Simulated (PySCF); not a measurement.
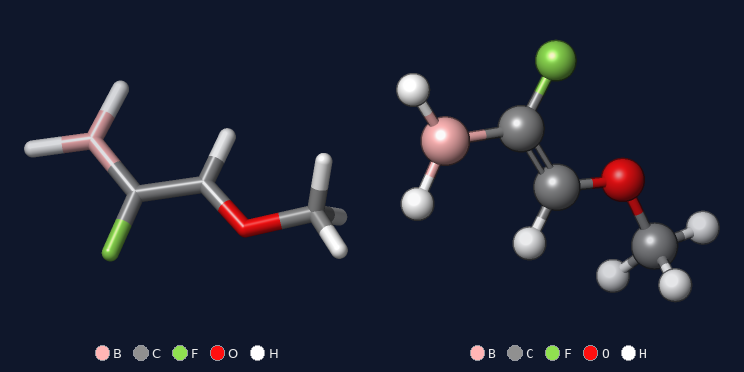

The same structure drawn twice, from different directions.

The geometry was computed by an optimisation with PBE0-D3(BJ)/def2-SVP. No frequency run is at hand to confirm it as a minimum.

Describe the molecule.

Formula C3H6BFO. Its SMILES string is `B/C(F)=C/OC`. It has no ring. Among its groups: ether, alkene, C–F bond, B–H bond. This geometry has C1 symmetry. Coordination: 1 B trigonal planar; 2 C trigonal planar; 1 O bent; 1 C tetrahedral.

The parts below concern this one geometry. Atoms keep their numbers from picture to picture.

## Shape

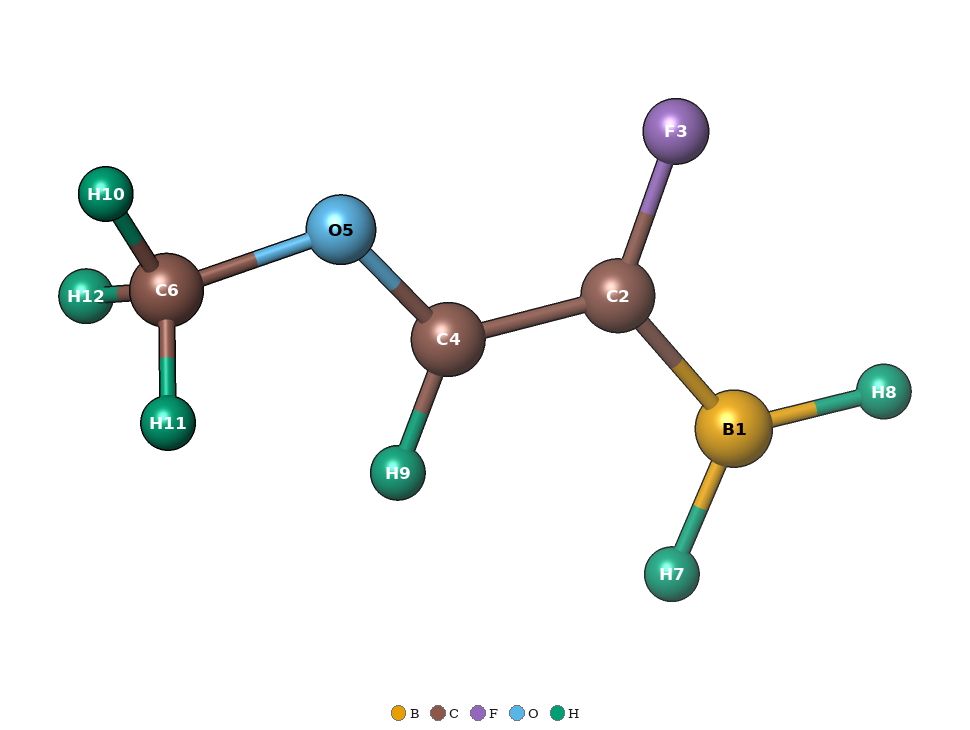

No frequency run is at hand to confirm it as a minimum.

Which atoms are bonded, and how long are the bonds?

| bond | length (Å) | order |
| --- | --- | --- |
| B1–C2 | 1.513 | single |
| B1–H7 | 1.209 | single |
| B1–H8 | 1.206 | single |
| C2–F3 | 1.343 | single |
| C2–C4 | 1.362 | double |
| C4–O5 | 1.321 | single |
| C4–H9 | 1.096 | single |
| O5–C6 | 1.410 | single |
| C6–H10 | 1.097 | single |
| C6–H11 | 1.103 | single |
| C6–H12 | 1.103 | single |

## Quadrupole coupling

No frequency run is at hand to confirm it as a minimum. Electric field gradients from the ground-state density, PBE0/6-31G (PySCF 2.14.0), non-relativistic apart from any core potentials.

Give the largest field-gradient component, the quadrupole coupling constant and the asymmetry for 11B at B1 (Q = 40.59 mb), 17O at O5 (Q = −25.6 mb), 2H at H7 (Q = 2.86 mb), 2H at H8 (Q = 2.86 mb).

| atom | V_zz (a.u.) | e²qQ/h (MHz) | η |
| --- | --- | --- | --- |
| B1 | 0.453 | 4.32 | 0.06 |
| O5 | 1.738 | −10.46 | 0.47 |
| H7 | 0.212 | 0.142 | 0.07 |
| H8 | 0.214 | 0.144 | 0.10 |

## Dipole moment

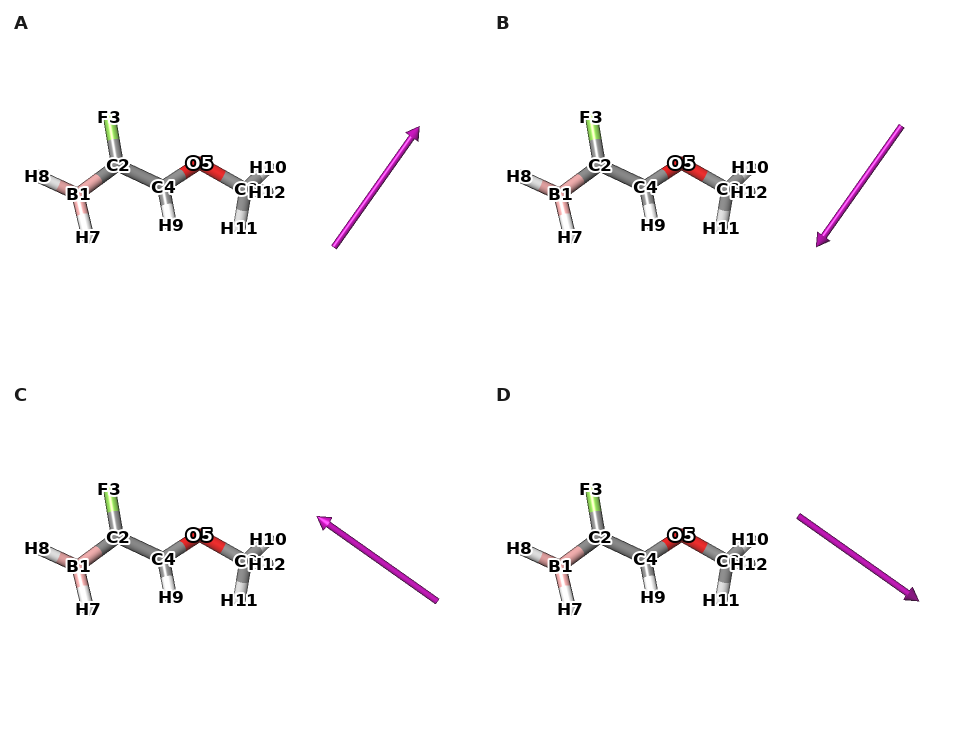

The same molecule four times, each with an arrow. No frequency run is at hand to confirm it as a minimum. Level of theory: BHandHLYP/pcSseg-2, gas phase (PySCF 2.14.0).

Which arrow points along the dipole moment, from the negative to the positive end?

D. The dipole moment is 4.22 D; it points from the side of H8 to the side of H11, H12 (the outermost atoms at the two ends).

## Charges

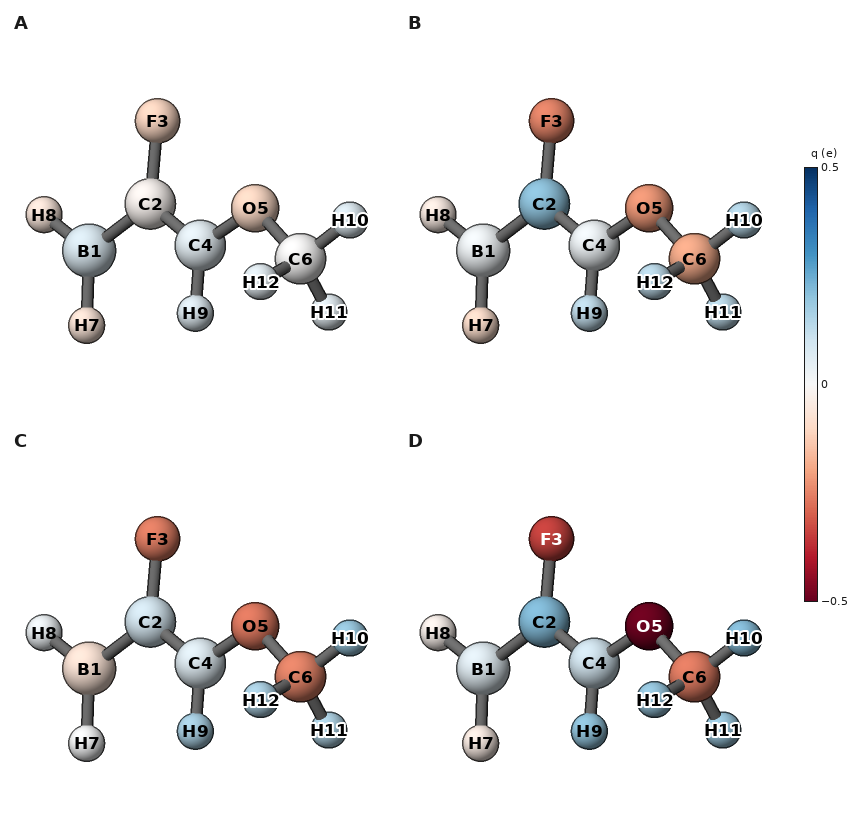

Atomic charges of one calculation by 4 schemes, on one colour scale. No frequency run is at hand to confirm it as a minimum. Computed with PBE0/6-31G (PySCF 2.14.0).

The schemes are ESP-fitted, Hirshfeld, IAO, Mulliken. Which panel shows which?

A Hirshfeld, B ESP-fitted, C IAO, D Mulliken.

List the charges (e), one line for each set of equivalent atoms.

| atom | Hirshfeld | ESP-fitted | IAO | Mulliken |
| --- | --- | --- | --- | --- |
| B1 | 0.07 | 0.02 | −0.07 | 0.06 |
| C2 | −0.02 | 0.20 | 0.09 | 0.22 |
| F3 | −0.10 | −0.24 | −0.25 | −0.34 |
| C4 | 0.05 | 0.03 | 0.06 | 0.09 |
| O5 | −0.10 | −0.21 | −0.26 | −0.49 |
| C6 | 0.00 | −0.19 | −0.25 | −0.25 |
| H7 | −0.06 | −0.09 | 0.01 | −0.04 |
| H8 | −0.06 | −0.04 | 0.03 | −0.02 |
| H9 | 0.06 | 0.12 | 0.16 | 0.20 |
| H10 | 0.07 | 0.14 | 0.19 | 0.21 |
| H11 | 0.05 | 0.13 | 0.15 | 0.18 |
| H12 | 0.05 | 0.13 | 0.15 | 0.19 |

Mulliken values depend strongly on the basis set and can even reverse the polarity of a bond.
